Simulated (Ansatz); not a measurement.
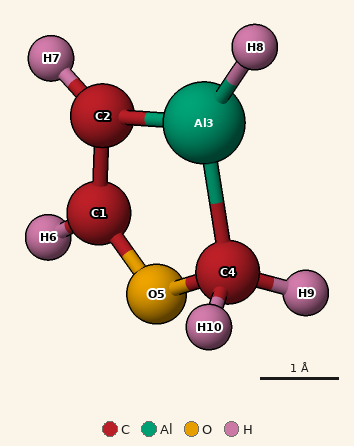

The input geometry (ball-and-stick view, seen at a tilt; atoms are numbered from 1 in the order of the input). Sticks mark near contacts.

## Run report: C3H5AlO, molecular dynamics (part 1 of 2)

C3H5AlO, SMILES C1=[CH][AlH][CH2]O1, computed with RKS r2SCAN/def2-SVP (Ansatz 0.2.0).

The geometry comes from this level: PBE0-D4/def2-TZVP. Figures and captions count atoms from 1; the log counts them from 0 in places.

Input file:
```yaml
crystal:
  periodic: [false, false, false]
  atoms:
    - {symbol: C, position_ang: [-0.770795, 0.377067, -1.007158]}
    - {symbol: C, position_ang: [-0.541270, -0.949490, -0.900854]}
    - {symbol: Al, position_ang: [0.586134, -1.127379, 0.611719]}
    - {symbol: C, position_ang: [0.556703, 0.832588, 0.883930]}
    - {symbol: O, position_ang: [-0.281316, 1.319940, -0.189136]}
    - {symbol: H, position_ang: [-1.385595, 0.843059, -1.775905]}
    - {symbol: H, position_ang: [-1.007629, -1.587867, -1.639143]}
    - {symbol: H, position_ang: [1.303760, -2.289818, 1.409047]}
    - {symbol: H, position_ang: [0.105591, 1.181650, 1.818390]}
    - {symbol: H, position_ang: [1.517516, 1.348950, 0.792009]}
basis:
  gaussian: {orbitals: def2-SVP}
hamiltonian: {xc: {name: r2SCAN}}
md: {timestep: 0.5 fs, n_steps: 30, ensemble: nvt_nose_hoover, temperature: 300, initial_velocities: maxwell_boltzmann, seed: 779}
```

Run on 2 threads of Arm Neoverse V1, 23 GiB of memory available, shared host.

Command:
```bash
ansatz run in.yaml --threads 2 --pin off --events-out ev --progress --plain --max-ram 4352MiB
```

Log:
```
Functional definition: r2SCAN
  name "r2SCAN"
  cite "Furness, Kaplan, Ning, Perdew & Sun, J. Phys. Chem. Lett. 11, 8208 (2020) doi:10.1021/acs.jpclett.0c02405"
  cite "Furness, Kaplan, Ning, Perdew & Sun, J. Phys. Chem. Lett. 11, 9248 (2020) doi:10.1021/acs.jpclett.0c03077"
  parent r2scan
  parameter k0 = 0.174
  parameter k1 = 0.065
  parameter a1 = 4.9479
  exchange = r2scan_x(k0 = k0, k1 = k1, a1 = a1)
  correlation = r2scan_c
1100 factors; their error is unknown
mean field evaluation 1: about -11816.8001 eV, gradient 5.8e1 eV
mean field evaluation 2: about -11796.3599 eV, gradient 9.5e1 eV
mean field evaluation 4: about -11825.0910 eV, gradient 1.5e1 eV
mean field evaluation 8: about -11825.5924 eV, gradient 2.4e-1 eV
mean field evaluation 16: about -11825.5417 eV, gradient 1.7e-3 eV
mean field -11825.54174266 eV, -434.5806434026 hartree, gradient 1.8e-5 eV, S^2 0.000000; 0 other end points of the search recorded, 0 dependent functions left out
the calculation of the forces begins
reference -11825.54175391 eV, -434.5806438160 hartree; 22, 22 occupied and 77, 77 virtual orbitals, 1100 factors
md step     0: t =     0.00 fs  T =   300.0 K  F+E_penalty+E_count = -11825.54174266 eV  E_kin = 0.310224 eV  conserved = -11825.23151866 eV  (30 SCF iters)
these checks for a lower state are left out or cut short: starts, cluster_reference, orbital_swaps, neighbouring_geometries, increment
1100 factors; their error is unknown
mean field -11825.53437648 eV, -434.5803727004 hartree, gradient 1.3e-5 eV, S^2 0.000000; 0 other end points of the search recorded, 0 dependent functions left out
the calculation of the forces begins
reference -11825.53438772 eV, -434.5803731135 hartree; 22, 22 occupied and 77, 77 virtual orbitals, 1100 factors
md step     1: t =     0.50 fs  T =   293.0 K  F+E_penalty+E_count = -11825.53437648 eV  E_kin = 0.302970 eV  conserved = -11825.23140650 eV  (32 SCF iters)
[... from here on the SCF iterations and repeated set-up lines of each step are left out, up to the last step ...]
md step     2: t =     1.00 fs  T =   281.3 K  F+E_penalty+E_count = -11825.52212445 eV  E_kin = 0.290878 eV  conserved = -11825.23124676 eV  (32 SCF iters)
md step     3: t =     1.50 fs  T =   267.3 K  F+E_penalty+E_count = -11825.50747159 eV  E_kin = 0.276376 eV  conserved = -11825.23109777 eV  (32 SCF iters)
md step     4: t =     2.00 fs  T =   253.1 K  F+E_penalty+E_count = -11825.49274751 eV  E_kin = 0.261744 eV  conserved = -11825.23100814 eV  (32 SCF iters)
md step     5: t =     2.50 fs  T =   240.2 K  F+E_penalty+E_count = -11825.47938411 eV  E_kin = 0.248399 eV  conserved = -11825.23099386 eV  (32 SCF iters)
md step     6: t =     3.00 fs  T =   228.8 K  F+E_penalty+E_count = -11825.46766316 eV  E_kin = 0.236645 eV  conserved = -11825.23103370 eV  (32 SCF iters)
md step     7: t =     3.50 fs  T =   218.5 K  F+E_penalty+E_count = -11825.45701565 eV  E_kin = 0.225953 eV  conserved = -11825.23108750 eV  (32 SCF iters)
md step     8: t =     4.00 fs  T =   208.4 K  F+E_penalty+E_count = -11825.44662708 eV  E_kin = 0.215545 eV  conserved = -11825.23111884 eV  (32 SCF iters)
md step     9: t =     4.50 fs  T =   198.2 K  F+E_penalty+E_count = -11825.43599691 eV  E_kin = 0.204936 eV  conserved = -11825.23111153 eV  (32 SCF iters)
md step    10: t =     5.00 fs  T =   187.8 K  F+E_penalty+E_count = -11825.42520219 eV  E_kin = 0.194199 eV  conserved = -11825.23107154 eV  (32 SCF iters)
md step    11: t =     5.50 fs  T =   177.8 K  F+E_penalty+E_count = -11825.41482954 eV  E_kin = 0.183900 eV  conserved = -11825.23101677 eV  (32 SCF iters)
md step    12: t =     6.00 fs  T =   169.1 K  F+E_penalty+E_count = -11825.40570994 eV  E_kin = 0.174853 eV  conserved = -11825.23096674 eV  (32 SCF iters)
md step    13: t =     6.50 fs  T =   162.3 K  F+E_penalty+E_count = -11825.39862427 eV  E_kin = 0.167826 eV  conserved = -11825.23093373 eV  (32 SCF iters)
md step    14: t =     7.00 fs  T =   158.0 K  F+E_penalty+E_count = -11825.39410048 eV  E_kin = 0.163341 eV  conserved = -11825.23092269 eV  (32 SCF iters)
md step    15: t =     7.50 fs  T =   156.3 K  F+E_penalty+E_count = -11825.39232073 eV  E_kin = 0.161581 eV  conserved = -11825.23093444 eV  (32 SCF iters)
md step    16: t =     8.00 fs  T =   157.0 K  F+E_penalty+E_count = -11825.39309545 eV  E_kin = 0.162355 eV  conserved = -11825.23096955 eV  (32 SCF iters)
md step    17: t =     8.50 fs  T =   159.7 K  F+E_penalty+E_count = -11825.39585394 eV  E_kin = 0.165095 eV  conserved = -11825.23102789 eV  (32 SCF iters)
md step    18: t =     9.00 fs  T =   163.3 K  F+E_penalty+E_count = -11825.39965351 eV  E_kin = 0.168862 eV  conserved = -11825.23110506 eV  (32 SCF iters)
md step    19: t =     9.50 fs  T =   166.8 K  F+E_penalty+E_count = -11825.40326495 eV  E_kin = 0.172440 eV  conserved = -11825.23118713 eV  (32 SCF iters)
md step    20: t =    10.00 fs  T =   168.8 K  F+E_penalty+E_count = -11825.40540161 eV  E_kin = 0.174567 eV  conserved = -11825.23125077 eV  (32 SCF iters)
md step    21: t =    10.50 fs  T =   168.5 K  F+E_penalty+E_count = -11825.40508326 eV  E_kin = 0.174286 eV  conserved = -11825.23127113 eV  (32 SCF iters)
md step    22: t =    11.00 fs  T =   165.7 K  F+E_penalty+E_count = -11825.40200973 eV  E_kin = 0.171310 eV  conserved = -11825.23123506 eV  (33 SCF iters)
md step    23: t =    11.50 fs  T =   160.7 K  F+E_penalty+E_count = -11825.39674901 eV  E_kin = 0.166196 eV  conserved = -11825.23115170 eV  (32 SCF iters)
md step    24: t =    12.00 fs  T =   154.9 K  F+E_penalty+E_count = -11825.39058814 eV  E_kin = 0.160200 eV  conserved = -11825.23105168 eV  (33 SCF iters)
md step    25: t =    12.50 fs  T =   149.7 K  F+E_penalty+E_count = -11825.38505942 eV  E_kin = 0.154814 eV  conserved = -11825.23097546 eV  (32 SCF iters)
md step    26: t =    13.00 fs  T =   146.2 K  F+E_penalty+E_count = -11825.38133477 eV  E_kin = 0.151183 eV  conserved = -11825.23095148 eV  (33 SCF iters)
md step    27: t =    13.50 fs  T =   144.7 K  F+E_penalty+E_count = -11825.37979075 eV  E_kin = 0.149679 eV  conserved = -11825.23098276 eV  (32 SCF iters)
md step    28: t =    14.00 fs  T =   144.9 K  F+E_penalty+E_count = -11825.37995749 eV  E_kin = 0.149856 eV  conserved = -11825.23104762 eV  (33 SCF iters)
md step    29: t =    14.50 fs  T =   145.8 K  F+E_penalty+E_count = -11825.38084784 eV  E_kin = 0.150761 eV  conserved = -11825.23111245 eV  (32 SCF iters)
these checks for a lower state are left out or cut short: starts, cluster_reference, orbital_swaps, neighbouring_geometries, increment
1100 factors; their error is unknown
mean field -11825.38145855 eV, -434.5747530703 hartree, gradient 1.2e-5 eV, S^2 0.000000; 0 other end points of the search recorded, 0 dependent functions left out
the calculation of the forces begins
reference -11825.38146972 eV, -434.5747534809 hartree; 22, 22 occupied and 77, 77 virtual orbitals, 1100 factors
1100 factors; their error is unknown
mean field evaluation 256: about -11793.9022 eV, gradient 9.7e1 eV
mean field -11825.38145855 eV, -434.5747530703 hartree, gradient 1.4e-5 eV, S^2 0.000000; 1 other end points of the search recorded, 0 dependent functions left out
the calculation of the forces begins
reference -11825.38146972 eV, -434.5747534809 hartree; 22, 22 occupied and 77, 77 virtual orbitals, 1100 factors
md step    30: t =    15.00 fs  T =   146.4 K  F+E_penalty+E_count = -11825.38145855 eV  E_kin = 0.151416 eV  conserved = -11825.23115157 eV  (31 SCF iters)
```

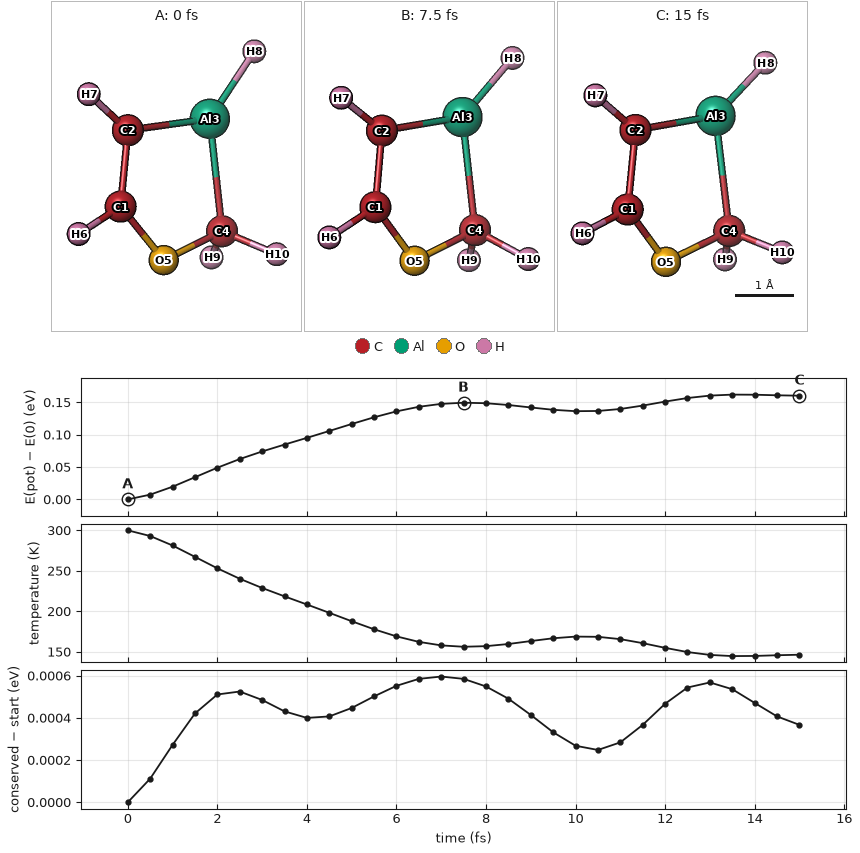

Frames of the molecular dynamics (ball-and-stick, seen at a tilt) above the curves, on which the letters mark them. The trajectory kept here has 31 frames over 15 fs. The temperature starts at 300 K, ranges from 145 to 300 K and averages 156 K over the second half. The potential energy ends 0.160 eV above its first value. The conserved quantity stays within 0.0006 eV. After an unweighted best fit of the last frame on the first, the root-mean-square displacement is 0.12 Å, and H8 has moved furthest (0.22 Å).

```
Total energy: -11825.38146972 eV, -434.5747534809 hartree
Atom 0 at    -0.752212     0.433946    -1.025175 Å, force    -0.580479    -2.250235    -0.186430 eV/Å
Atom 1 at    -0.509159    -0.946374    -0.920200 Å, force    -0.197946     1.008989    -0.292663 eV/Å
Atom 2 at     0.582157    -1.178483     0.636095 Å, force    -0.220091     1.121721    -0.342449 eV/Å
Atom 3 at     0.597434     0.837683     0.823752 Å, force    -0.526843    -0.130354     1.055351 eV/Å
Atom 4 at    -0.355043     1.341634    -0.154868 Å, force     0.544161     0.383244    -0.141348 eV/Å
Atom 5 at    -1.412947     0.834320    -1.823837 Å, force     0.334509     0.171272     0.342225 eV/Å
Atom 6 at    -0.988914    -1.557626    -1.701965 Å, force     0.184304     0.140578     0.207119 eV/Å
Atom 7 at     1.319263    -2.101568     1.661876 Å, force     0.060721    -0.405080    -0.005168 eV/Å
Atom 8 at     0.244988     1.236109     1.817524 Å, force     0.288281    -0.163981    -0.614239 eV/Å
Atom 9 at     1.558506     1.332747     0.616665 Å, force     0.113384     0.123845    -0.022397 eV/Å
Dipole moment:     0.068141    -0.080577     0.043161 e Å
```

Trajectory as extended XYZ (Å, eV, eV/Å), 31 frames, from step=0 to step=30:
```
10
Properties=species:S:1:pos:R:3:forces:R:3 step=0 time_fs=0.0 energy=-11825.54174 temperature=300.0
C    -0.7708    0.3771   -1.0072   -0.0343   0.4659   0.0271
C    -0.5413   -0.9495   -0.9009    0.2336  -0.5278   0.2362
Al    0.5861   -1.1274    0.6117    0.0690  -0.1811   0.0667
C     0.5567    0.8326    0.8839   -0.0225  -0.2650  -0.0740
O    -0.2813    1.3199   -0.1891   -0.0660   0.1881  -0.0606
H    -1.3856    0.8431   -1.7759   -0.2145   0.1924  -0.2632
H    -1.0076   -1.5879   -1.6391   -0.1699  -0.2163  -0.2679
H     1.3038   -2.2898    1.4090    0.0250  -0.0196   0.0315
H     0.1056    1.1817    1.8184   -0.1037   0.1588   0.2932
H     1.5175    1.3490    0.7920    0.2834   0.2046   0.0109
10
Properties=species:S:1:pos:R:3:forces:R:3 step=1 time_fs=0.5 energy=-11825.53438 temperature=293.0
C    -0.7678    0.3763   -1.0085   -0.0906   0.6910   0.1471
C    -0.5406   -0.9470   -0.9006    0.3053  -0.6512   0.2600
Al    0.5857   -1.1292    0.6123    0.1048  -0.1766   0.1034
C     0.5582    0.8312    0.8804   -0.3222  -0.2193   0.1663
O    -0.2842    1.3206   -0.1878   -0.0412   0.1325  -0.0742
H    -1.3891    0.8483   -1.7648   -0.2523   0.1783  -0.3739
H    -1.0066   -1.5784   -1.6410   -0.2105  -0.3043  -0.3288
H     1.3087   -2.2836    1.4236   -0.0072   0.0051  -0.0077
H     0.1094    1.1899    1.8204   -0.0227   0.0519   0.1136
H     1.5072    1.3532    0.7849    0.5365   0.2926  -0.0057
10
Properties=species:S:1:pos:R:3:forces:R:3 step=2 time_fs=1.0 energy=-11825.52212 temperature=281.3
C    -0.7648    0.3757   -1.0098   -0.1706   0.9212   0.2345
C    -0.5399   -0.9446   -0.9002    0.3550  -0.7896   0.2528
Al    0.5853   -1.1310    0.6129    0.1420  -0.1729   0.1412
C     0.5597    0.8298    0.8769   -0.5762  -0.1506   0.4021
O    -0.2871    1.3213   -0.1865   -0.0149   0.0784  -0.0852
H    -1.3932    0.8540   -1.7546   -0.2650   0.1460  -0.4523
H    -1.0060   -1.5696   -1.6436   -0.2321  -0.3656  -0.3597
H     1.3136   -2.2774    1.4380   -0.0397   0.0299  -0.0478
H     0.1132    1.1983    1.8228    0.0569  -0.0567  -0.0663
H     1.4983    1.3582    0.7778    0.7445   0.3598  -0.0193
10
Properties=species:S:1:pos:R:3:forces:R:3 step=3 time_fs=1.5 energy=-11825.50747 temperature=267.3
C    -0.7619    0.3753   -1.0111   -0.2759   1.1521   0.2865
C    -0.5391   -0.9423   -0.8998    0.3793  -0.9417   0.2099
Al    0.5849   -1.1329    0.6135    0.1797  -0.1691   0.1791
C     0.5610    0.8283    0.8735   -0.7553  -0.0524   0.6149
O    -0.2900    1.3219   -0.1853    0.0123   0.0274  -0.0936
H    -1.3980    0.8600   -1.7455   -0.2494   0.0942  -0.4958
H    -1.0060   -1.5617   -1.6471   -0.2316  -0.3964  -0.3555
H     1.3183   -2.2711    1.4524   -0.0717   0.0535  -0.0876
H     0.1172    1.2066    1.8249    0.1279  -0.1599  -0.2312
H     1.4911    1.3641    0.7706    0.8847   0.3922  -0.0268
10
Properties=species:S:1:pos:R:3:forces:R:3 step=4 time_fs=2.0 energy=-11825.49275 temperature=253.1
C    -0.7590    0.3751   -1.0123   -0.4048   1.3761   0.3047
C    -0.5382   -0.9403   -0.8994    0.3772  -1.1027   0.1311
Al    0.5845   -1.1347    0.6141    0.2169  -0.1640   0.2158
C     0.5622    0.8268    0.8702   -0.8403   0.0791   0.7910
O    -0.2929    1.3226   -0.1840    0.0400  -0.0189  -0.0993
H    -1.4033    0.8662   -1.7376   -0.2057   0.0243  -0.5061
H    -1.0066   -1.5547   -1.6514   -0.2087  -0.3964  -0.3155
H     1.3230   -2.2647    1.4666   -0.1023   0.0749  -0.1262
H     0.1214    1.2145    1.8266    0.1852  -0.2518  -0.3692
H     1.4860    1.3709    0.7633    0.9425   0.3792  -0.0264
10
Properties=species:S:1:pos:R:3:forces:R:3 step=5 time_fs=2.5 energy=-11825.47938 temperature=240.2
C    -0.7562    0.3752   -1.0134   -0.5520   1.5832   0.2945
C    -0.5373   -0.9385   -0.8990    0.3506  -1.2635   0.0204
Al    0.5841   -1.1366    0.6147    0.2528  -0.1566   0.2500
C     0.5633    0.8254    0.8671   -0.8252   0.2431   0.9212
O    -0.2958    1.3233   -0.1827    0.0679  -0.0592  -0.1026
H    -1.4091    0.8725   -1.7309   -0.1377  -0.0597  -0.4881
H    -1.0077   -1.5487   -1.6565   -0.1655  -0.3692  -0.2432
H     1.3273   -2.2581    1.4805   -0.1307   0.0931  -0.1627
H     0.1261    1.2218    1.8273    0.2254  -0.3280  -0.4725
H     1.4831    1.3786    0.7560    0.9144   0.3167  -0.0169
10
Properties=species:S:1:pos:R:3:forces:R:3 step=6 time_fs=3.0 energy=-11825.46766 temperature=228.8
C    -0.7536    0.3756   -1.0145   -0.7093   1.7619   0.2639
C    -0.5363   -0.9369   -0.8985    0.3035  -1.4128  -0.1147
Al    0.5837   -1.1385    0.6153    0.2862  -0.1459   0.2805
C     0.5641    0.8240    0.8641   -0.7175   0.4323   1.0009
O    -0.2987    1.3240   -0.1815    0.0958  -0.0923  -0.1037
H    -1.4153    0.8787   -1.7253   -0.0516  -0.1519  -0.4494
H    -1.0091   -1.5436   -1.6621   -0.1068  -0.3210  -0.1461
H     1.3314   -2.2513    1.4939   -0.1562   0.1071  -0.1962
H     0.1313    1.2283    1.8269    0.2467  -0.3853  -0.5362
H     1.4825    1.3870    0.7487    0.8092   0.2079   0.0011
10
Properties=species:S:1:pos:R:3:forces:R:3 step=7 time_fs=3.5 energy=-11825.45702 temperature=218.5
C    -0.7510    0.3764   -1.0155   -0.8675   1.9004   0.2218
C    -0.5352   -0.9356   -0.8981    0.2418  -1.5381  -0.2639
Al    0.5834   -1.1404    0.6160    0.3161  -0.1308   0.3059
C     0.5648    0.8227    0.8614   -0.5357   0.6339   1.0292
O    -0.3015    1.3246   -0.1803    0.1235  -0.1173  -0.1028
H    -1.4216    0.8844   -1.7209    0.0445  -0.2455  -0.3985
H    -1.0108   -1.5393   -1.6681   -0.0385  -0.2600  -0.0339
H     1.3351   -2.2442    1.5069   -0.1781   0.1164  -0.2259
H     0.1371    1.2339    1.8252    0.2488  -0.4217  -0.5578
H     1.4838    1.3960    0.7413    0.6452   0.0627   0.0258
10
Properties=species:S:1:pos:R:3:forces:R:3 step=8 time_fs=4.0 energy=-11825.44663 temperature=208.4
C    -0.7486    0.3776   -1.0165   -1.0170   1.9877   0.1773
C    -0.5341   -0.9346   -0.8977    0.1720  -1.6276  -0.4161
Al    0.5831   -1.1423    0.6167    0.3414  -0.1104   0.3253
C     0.5654    0.8215    0.8589   -0.3039   0.8315   1.0075
O    -0.3044    1.3253   -0.1791    0.1510  -0.1334  -0.1002
H    -1.4278    0.8896   -1.7174    0.1421  -0.3332  -0.3435
H    -1.0127   -1.5355   -1.6742    0.0329  -0.1945   0.0827
H     1.3384   -2.2369    1.5194   -0.1961   0.1204  -0.2510
H     0.1435    1.2384    1.8222    0.2317  -0.4361  -0.5365
H     1.4866    1.4051    0.7340    0.4458  -0.1043   0.0545
10
Properties=species:S:1:pos:R:3:forces:R:3 step=9 time_fs=4.5 energy=-11825.43600 temperature=198.2
C    -0.7465    0.3791   -1.0175   -1.1491   2.0157   0.1377
C    -0.5329   -0.9340   -0.8974    0.1005  -1.6717  -0.5608
Al    0.5828   -1.1443    0.6174    0.3611  -0.0840   0.3378
C     0.5660    0.8205    0.8565   -0.0470   1.0085   0.9395
O    -0.3072    1.3259   -0.1779    0.1783  -0.1401  -0.0958
H    -1.4336    0.8941   -1.7147    0.2336  -0.4090  -0.2918
H    -1.0144   -1.5323   -1.6801    0.1009  -0.1324   0.1934
H     1.3412   -2.2292    1.5313   -0.2096   0.1188  -0.2711
H     0.1505    1.2420    1.8179    0.1966  -0.4281  -0.4731
H     1.4905    1.4140    0.7269    0.2348  -0.2777   0.0842
```
